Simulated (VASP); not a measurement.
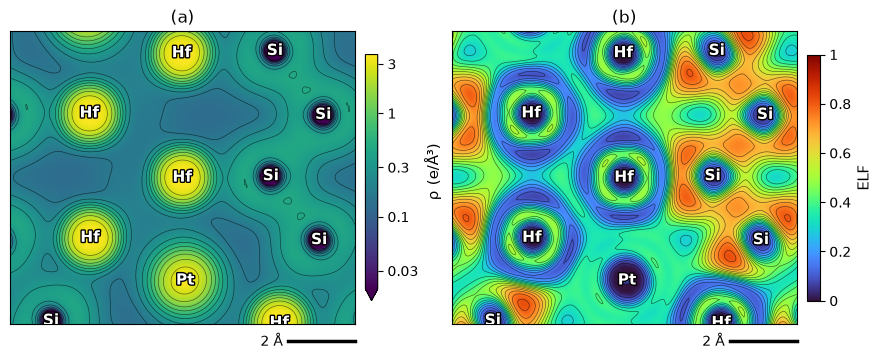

Figure. Hf4Si4Pt. (a) valence electron density; (b) ELF on the (010) plane of the conventional cell.

Space group C2/m; a generated structure, not necessarily the stable one; not relaxed (largest force 0.9 eV/Å); computed pressure about 6 GPa in this cell.

Method: VASP, Kohn-Sham DFT of a periodic cell, r2SCAN, VASP PAW PBE potentials, recommended.

Core electrons are frozen (PAW), and the valence fields are smoothed inside the atomic spheres.

Interpret the plot.

Atoms in the plane: Hf, Pt and Si. Si–Si (2.40 Å): ρ at the midpoint is about 0.45 e/Å³; the ELF peaks at about 0.75 between the atoms. Hf–Si (2.64 Å): ρ is about 0.32 e/Å³ halfway; the ELF peaks at about 0.70 in the valence shell of Si, 0.9 Å from its nucleus, and is about 0.30 at the midpoint. Hf–Si (2.76 Å): ρ at the midpoint is about 0.27 e/Å³; the ELF peaks at about 0.65 in the valence shell of Si, 0.9 Å from its nucleus, and is about 0.30 at the midpoint. Hf–Si (2.79 Å): ρ at the midpoint is about 0.26 e/Å³; the ELF peaks at about 0.65 in the valence shell of Si, 0.9 Å from its nucleus, and is about 0.30 at the midpoint. Between the atoms the lowest density in this plane is 0.13 e/Å³. The features right at Hf lie inside the PAW spheres, where the map follows smoothed inner orbitals and isn't to be read closely.
